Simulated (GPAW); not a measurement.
**Run report: C₂H₃Al, geometry relaxation (part 5 of 5)**

C₂H₃Al; C09-vdW/real-space grid, scalar-relativistic datasets (GPAW 26.7.0). The atoms were displaced at random from an optimised geometry.

Geometry of the input (Å):
```
C  0.0000  0.0000  0.0000
C  1.5443  0.0000  0.0000
Al 0.7287  1.7300  0.0000
H  -0.6107  -0.9756  -0.0064
H  2.0077  -0.9773  -0.0682
H  0.7831  3.3881  0.0511
```

### Trajectory as extended XYZ, continued
```
6
Properties=species:S:1:pos:R:3:forces:R:3 step=13 energy=-17.66351
C     5.1554    5.4546    4.5687    0.0186   0.0201   0.0238
C     6.5286    5.4424    4.5432   -0.0174   0.0133  -0.0095
Al    5.8629    7.1877    4.5895   -0.0274   0.0135   0.0001
H     4.4758    4.5916    4.5657   -0.0142  -0.0033  -0.0022
H     7.1961    4.5722    4.5082    0.0168  -0.0412  -0.0037
H     5.8835    8.7708    4.6164   -0.0077  -0.0257   0.0087
6
Properties=species:S:1:pos:R:3:forces:R:3 step=14 energy=-17.66369
C     5.1553    5.4549    4.5693    0.0133  -0.0019   0.0181
C     6.5284    5.4418    4.5430   -0.0026   0.0124  -0.0072
Al    5.8619    7.1876    4.5896   -0.0133   0.0082   0.0005
H     4.4750    4.5923    4.5658   -0.0147  -0.0009  -0.0001
H     7.1974    4.5715    4.5080   -0.0085  -0.0206  -0.0043
H     5.8832    8.7704    4.6167   -0.0087  -0.0212   0.0086
6
Properties=species:S:1:pos:R:3:forces:R:3 step=15 energy=-17.66367
C     5.1554    5.4551    4.5699    0.0042  -0.0140   0.0114
C     6.5284    5.4418    4.5428    0.0068   0.0042  -0.0036
Al    5.8611    7.1878    4.5896   -0.0055  -0.0039   0.0013
H     4.4748    4.5924    4.5657   -0.0109   0.0045   0.0026
H     7.1975    4.5707    4.5079   -0.0213  -0.0038  -0.0053
H     5.8830    8.7699    4.6170   -0.0090  -0.0122   0.0082
6
Properties=species:S:1:pos:R:3:forces:R:3 step=16 energy=-17.66364
C     5.1556    5.4549    4.5706   -0.0040  -0.0161   0.0045
C     6.5286    5.4419    4.5426    0.0089  -0.0048   0.0001
Al    5.8603    7.1879    4.5897   -0.0010  -0.0142   0.0024
H     4.4744    4.5926    4.5658   -0.0063   0.0073   0.0053
H     7.1972    4.5699    4.5077   -0.0251   0.0063  -0.0063
H     5.8826    8.7694    4.6174   -0.0089  -0.0043   0.0077
6
Properties=species:S:1:pos:R:3:forces:R:3 step=17 energy=-17.66362
C     5.1559    5.4544    4.5716   -0.0120  -0.0113  -0.0042
C     6.5288    5.4419    4.5423    0.0040  -0.0128   0.0041
Al    5.8594    7.1876    4.5898    0.0028  -0.0199   0.0040
H     4.4734    4.5930    4.5660   -0.0014   0.0058   0.0084
H     7.1966    4.5691    4.5072   -0.0221   0.0098  -0.0074
H     5.8819    8.7686    4.6180   -0.0083   0.0022   0.0067
6
Properties=species:S:1:pos:R:3:forces:R:3 step=18 energy=-17.66363
C     5.1560    5.4537    4.5724   -0.0162  -0.0025  -0.0105
C     6.5289    5.4416    4.5421   -0.0063  -0.0153   0.0059
Al    5.8586    7.1869    4.5900    0.0049  -0.0161   0.0052
H     4.4722    4.5936    4.5663    0.0009  -0.0006   0.0106
H     7.1959    4.5686    4.5066   -0.0132   0.0042  -0.0078
H     5.8811    8.7678    4.6188   -0.0074   0.0042   0.0056
```

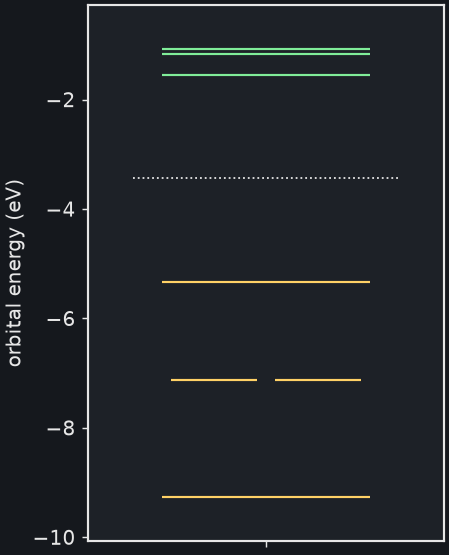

**Figure 1.** Orbital energies near the frontier; the dotted line parts filled from empty levels, and levels within 0.02 eV of each other stand side by side. Highest filled −5.33 eV, lowest empty −1.56 eV, 3.77 eV apart.

### Results in brief

| quantity | value |
| --- | --- |
| outcome | converged |
| energy relative to the program's reference atoms | −17.6636 eV |
| largest force | 0.019 eV/Å |
| HOMO | −5.33 eV |
| LUMO | −1.56 eV |
| dipole moment | 0.76 D |
| wall time | 13 min |
| peak memory | 0.77 GiB |
